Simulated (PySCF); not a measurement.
# SnSiH2ClOF (SMILES F[SiH]1[O][SnH]1[Cl]) at 6 levels

We compute a comparison of 6 runs (HF/STO-3G, HF/3-21G, HF/def2-SVP, PBE0/def2-SVP, r2SCAN/def2-SVP, CCSD(T)/def2-SVP) of SnSiH2ClOF. The job is set up through a Python script.

The results are computed with PySCF 2.14.0.

## 1. Starting point

SnSiH2ClOF has 7 atoms, charge 0, and is taken as a singlet. SMILES: `F[SiH]1[O][SnH]1[Cl]`. The coordinates come from a PBE0-D4/def2-TZVP relaxation.

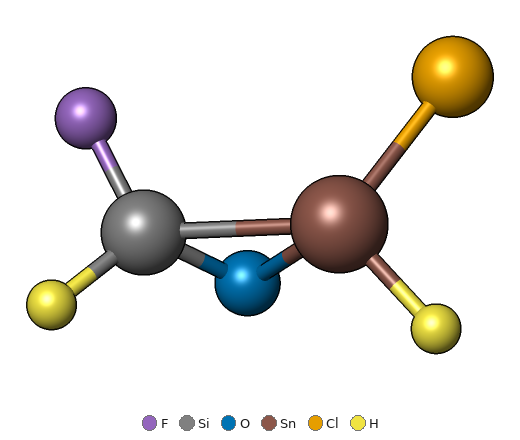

The structure, seen from a chosen angle (fluorine purple, silicon grey, oxygen blue, tin brown, chlorine amber, hydrogen yellow).

## 2. Energy and forces at HF/STO-3G (run 1)

job.py reads:

```python
# F[SiH]1[O][SnH]1[Cl]
import pyscf.grad
from pyscf import gto, scf

mol = gto.M(
    atom='''
F     -2.081500    -0.027200     1.194500
Si    -0.503600    -0.100700     1.169200
O      0.222800    -1.203900     0.290000
Sn     0.682600     0.536100    -0.920800
Cl    -0.507800     0.187000    -2.896900
H     -0.051600     0.240600     2.532200
H      2.300600     0.300100    -1.413900
''',
    max_memory=1860,
    basis='sto-3g',
    verbose=4,
    charge=0,
)

hf = scf.RHF(mol)
hf.conv_tol = 1e-10
hf.kernel()
if not hf.converged:
    hf = hf.newton().run(hf.mo_coeff, hf.mo_occ)

e_tot = hf.e_tot
print('E(%s) = %.9f' % ('HF', e_tot))
grad = hf.Gradients().kernel()
dip = hf.dip_moment()
pop, q = hf.mulliken_pop()
```

Launch:

```
$ OMP_NUM_THREADS=1 python job.py
```

What it wrote:

```text
PySCF version 2.14.0

[... 63 lines left out ...]
converged SCF energy = -6876.57565806082
[... 14 lines left out ...]
Dipole moment(X, Y, Z, Debye):  1.61168,  1.89694,  4.49763
[... 65 lines left out ...]
charge of    6H =     -0.14954
```

It took 15 s on 1 thread of Intel Xeon at 2.50GHz (Skylake/Cascade Lake), shared host; peak memory 0.13 GiB.

## 3. Energy and forces at HF/3-21G (run 2)

job.py reads:

```python
from pyscf import gto, scf

molecule = gto.Mole()
molecule.atom = '''
F     -3.933465    -0.051401     2.257278
Si    -0.951666    -0.190295     2.209468
O      0.421031    -2.275041     0.548021
Sn     1.289927     1.013082    -1.740060
Cl    -0.959603     0.353379    -5.474348
H     -0.097510     0.454668     4.785164
H      4.347504     0.567107    -2.671884
'''
molecule.basis = '3-21g'
molecule.charge = 0
molecule.verbose = 3
molecule.max_memory = 1860
molecule.unit = 'bohr'
molecule.build()

calc0 = scf.RHF(molecule)
calc0.conv_tol = 1e-10
calc0.kernel()
if not calc0.converged:
    calc0 = calc0.newton().run(calc0.mo_coeff, calc0.mo_occ)

e_final = calc0.e_tot
print('Final energy', e_final)
grad = calc0.nuc_grad_method().kernel()
calc0.analyze()
```

Launch:

```
$ OMP_NUM_THREADS=1 python job.py
```

What it wrote:

```text
converged SCF energy = -6915.57859812243
[... 20 lines left out ...]
MO #9   energy= -26.9697703918328  occ= 2
[... 13 lines left out ...]
MO #23  energy= -6.23498058563049  occ= 2
[... 13 lines left out ...]
MO #37  energy= -1.31347943233791  occ= 2
[... 13 lines left out ...]
MO #51  energy= 0.0126434063241923 occ= 0
[... 13 lines left out ...]
MO #65  energy= 0.652451949496061  occ= 0
[... 13 lines left out ...]
MO #79  energy= 3.72425288504073   occ= 0
[... 8 lines left out ...]
Dipole moment(X, Y, Z, Debye):  2.81518,  3.30372,  3.65410
```

Wall time 9.9 s (1 thread of Intel Xeon at 2.50GHz (Skylake/Cascade Lake), shared host); peak memory 0.16 GiB.

Runs 3 to 4 aren't shown in full; the table further down has their settings and results.

## 4. Energy and gradient at r2SCAN/def2-SVP (core potential) (run 5)

run.py reads:

```python
import pyscf.grad
from pyscf import gto, dft

system = gto.M(
    atom='''
F   -2.081500  -0.027200   1.194500
Si  -0.503600  -0.100700   1.169200
O    0.222800  -1.203900   0.290000
Sn   0.682600   0.536100  -0.920800
Cl  -0.507800   0.187000  -2.896900
H   -0.051600   0.240600   2.532200
H    2.300600   0.300100  -1.413900
''',
    basis='def2-svp',
    verbose=4,
    ecp={'Sn': 'def2-svp'},
    max_memory=1860,
    spin=0,
)

mf = dft.RKS(system, xc='r2scan')
mf.conv_tol = 1e-10
mf.grids.level = 5
mf.kernel()
if not mf.converged:
    mf = mf.newton().run(mf.mo_coeff, mf.mo_occ)

energy = mf.e_tot
print('E(%s) = %.9f' % ('R2SCAN', energy))
grad = mf.Gradients().kernel()
mf.analyze()
```

Launch:

```
$ OMP_NUM_THREADS=1 python run.py
```

What it wrote:

```text
PySCF version 2.14.0

[... 115 lines left out ...]
MO #5   energy= -9.35181472524481  occ= 2
[... 18 lines left out ...]
MO #24  energy= -0.755098917001938 occ= 2
[... 18 lines left out ...]
MO #43  energy= 0.137376153899763  occ= 0
[... 18 lines left out ...]
MO #62  energy= 0.729052137443025  occ= 0
[... 18 lines left out ...]
MO #81  energy= 1.54657494111062   occ= 0
[... 18 lines left out ...]
MO #100 energy= 51.789212352505    occ= 0
[... 110 lines left out ...]
Dipole moment(X, Y, Z, Debye):  1.64465,  2.03390,  2.40036
```

Wall time 1.9 min (1 thread of Intel Xeon at 2.50GHz (Skylake/Cascade Lake), shared host); peak memory 0.99 GiB.

## 5. The energy at CCSD(T)/def2-SVP (core potential) (run 6)

job.py reads:

```python
from pyscf import gto, cc

mol = gto.M(
    atom='''
F     -3.933465    -0.051401     2.257278
Si    -0.951666    -0.190295     2.209468
O      0.421031    -2.275041     0.548021
Sn     1.289927     1.013082    -1.740060
Cl    -0.959603     0.353379    -5.474348
H     -0.097510     0.454668     4.785164
H      4.347504     0.567107    -2.671884
''',
    max_memory=1860,
    spin=0,
    basis='def2-svp',
    ecp={'Sn': 'def2-svp'},
    verbose=4,
    unit='bohr',
)

calc0 = mol.RHF()
calc0.conv_tol = 1e-10
calc0.kernel()
if not calc0.converged:
    calc0 = calc0.newton().run(calc0.mo_coeff, calc0.mo_occ)

mycc = cc.CCSD(calc0, frozen=16)
mycc.kernel()
e_t = mycc.ccsd_t()
energy = mycc.e_tot + e_t
print('E = %.10f Eh' % energy)
dip = calc0.dip_moment()
pop, q = calc0.mulliken_pop()
```

Launch:

```
$ OMP_NUM_THREADS=1 python job.py
```

What it wrote:

```text
PySCF version 2.14.0

[... 67 lines left out ...]
converged SCF energy = -1136.9645590894
[... 12 lines left out ...]
Init t2, MP2 energy = -1137.66433175446  E_corr(MP2) -0.699772665061257
[... 14 lines left out ...]
CCSD converged
[... 3 lines left out ...]
Dipole moment(X, Y, Z, Debye):  2.16670,  2.89137,  2.42532
[... 108 lines left out ...]
charge of    6H =     -0.12926
```

Wall time 1.9 min (1 thread of Intel Xeon at 2.50GHz (Skylake/Cascade Lake), shared host); peak memory 0.65 GiB.

## 6. Overview of the runs

```tsv
run	level	core potential	integration grid	energy (Eh)	dipole moment (D) of the reference	HOMO energy (eV)	LUMO energy (eV)	wall time
1	HF/STO-3G	–	–	-6876.575658	5.14	-5.84	5.04	15 s
2	HF/3-21G	–	–	-6915.578598	5.67	-9.74	0.34	9.9 s
3	HF/def2-SVP (core potential)	def2-svp	–	-1136.964559	4.35	-9.69	0.72	27 s
4	PBE0/def2-SVP (core potential)	def2-svp	5	-1139.548631	3.65	-7.23	-2.26	79 s
5	r2SCAN/def2-SVP (core potential)	def2-svp	5	-1139.944544	3.55	-6.43	-2.86	1.9 min
6	CCSD(T)/def2-SVP (core potential)	def2-svp	–	-1137.715439	4.35	-9.69	0.72	1.9 min
```

## 7. Results

```
                                           quantity           value
                                run 6: total energy  -1137.71544 Eh
        run 6: dipole moment (Hartree–Fock density)          4.35 D
         run 6: HOMO energy (Hartree–Fock orbitals)        -9.69 eV
         run 6: LUMO energy (Hartree–Fock orbitals)         0.72 eV
       run 6: HOMO–LUMO gap (Hartree–Fock orbitals)        10.41 eV
run 6: correlation energy (16 core orbitals frozen)      -750.9 mEh
                              run 6: (T) correction      -19.71 mEh
                               run 6: T1 diagnostic           0.015
```

Over runs 1, 2, 3, 4, 5 the dipole moment (its size) runs from 3.55 D (r2SCAN/def2-SVP) to 5.67 D (HF/3-21G). The two ends differ in method and basis and core potential. Over runs 1, 2, 3, 4, 5 the HOMO–LUMO gap runs from 3.57 eV (r2SCAN/def2-SVP) to 10.88 eV (HF/STO-3G). Totals of different functionals can't be ranked against each other. Some runs of one species differ in core potentials or relativity; totals across that change don't compare. In run 1 the basis is minimal, so the values are rough. In runs 1, 2 relativity is left out where basis or elements ask for it. All runs together took 5.9 min, the longest 1.9 min.
